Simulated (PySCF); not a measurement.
# Frequency calculation, with input and output: WSCl$_{2}$

System: WSCl$_{2}$.
Method: RKS-based PBE0, W def2-SVP with ECP60, S def2-SVP, Cl def2-SVP; non-relativistic Hamiltonian with a scalar-relativistic core potential; density fitting (PySCF 2.14.0).

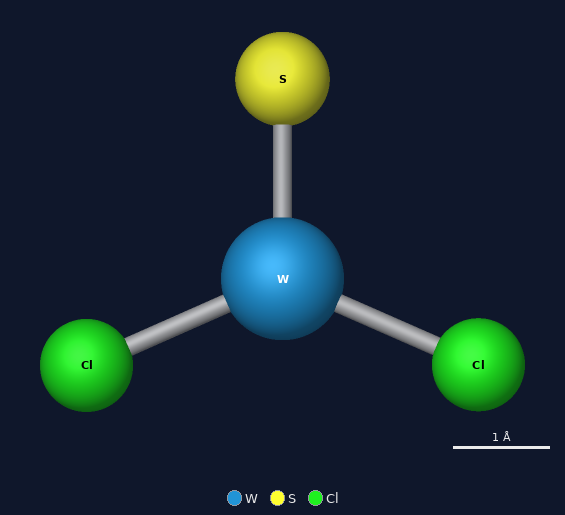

The structure as given in the input (ball-and-stick view, seen on its broad side). Sticks mark near contacts. Bond lengths as drawn: Cl–W 2.23 Å and S–W 2.09 Å.

**Results in brief**

- outcome: converged
- total energy: −1384.925309 hartree
- HOMO: −6.52 eV
- LUMO: −3.54 eV
- zero-point energy: 0.004030 hartree
- dipole moment: 0.84 D
- wavenumbers, lowest and highest: 80 and 591 cm⁻¹
- hardware: 2 threads of Arm Neoverse N1, 54 GiB of memory available, shared host
- wall time: 60 s (CPU time 1.7 min)
- peak memory: 1 GiB

**The input**
```python
from pyscf import gto, scf, dft
mol = gto.M(atom='''
W      0.010448     0.000000     0.006414
S     -1.767547     0.000000    -1.085092
Cl    -0.287819     0.000000     2.219494
Cl     1.848928     0.000000    -1.261134''',
    basis={'W': 'def2-SVP', 'S': 'def2-SVP', 'Cl': 'def2-SVP'},
    ecp={'W': 'def2-SVP'},
    charge=0, spin=0)
mf = dft.RKS(mol, xc='PBE0')
mf.grids.atom_grid = (75, 302)
aux = {'W': 'def2-universal-JKFIT', 'S': 'def2-universal-JKFIT', 'Cl': 'def2-universal-JKFIT'}
mf = mf.density_fit(auxbasis=aux)
mf.conv_tol = 1e-09
mf.diis_space = 10
mf.max_cycle = 60
mf.verbose = 4
mf.kernel()
```

The script is an equivalent of the set-up of the self-consistent field. The run itself was carried out by a driver, which started from the orbitals of the step before it where there was one and computed the further properties.

Command:
```bash
OMP_NUM_THREADS=2 python axn.py task.json out
```

**Output**
```
init E= -1384.9253089252
  HOMO = -0.239438520162618  LUMO = -0.130165086777284  gap/eV = 2.97348
cycle= 1 E= -1384.92530892518  delta_E= 1.3e-11  |g|= 7.1e-06  |ddm|= 1.05e-05
  HOMO = -0.239436175525635  LUMO = -0.130162946390195  gap/eV = 2.97348
Extra cycle  E= -1384.92530892507  delta_E= 1.12e-10  |g|= 2.12e-05  |ddm|= 2.78e-05
converged SCF energy = -1384.92530892507
```

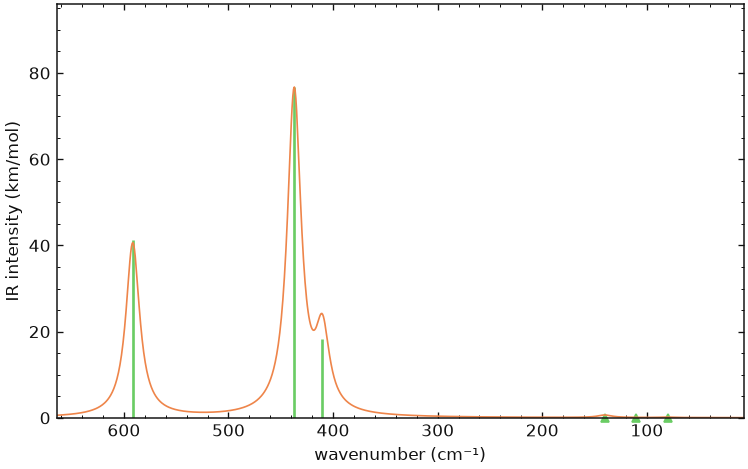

Harmonic infrared spectrum, unscaled: sticks (degenerate modes added up, dark ones marked on the axis) with a Lorentzian envelope of 16 cm⁻¹ full width, scaled to the tallest stick. 6 modes from 80 to 591 cm⁻¹, none imaginary. The strongest line is at 437 cm⁻¹ (77 km/mol). All modes, in cm⁻¹ (km/mol): 80 (0.1), 110 (0.0), 140 (0.6), 410 (18.3), 437 (77), 591 (41).
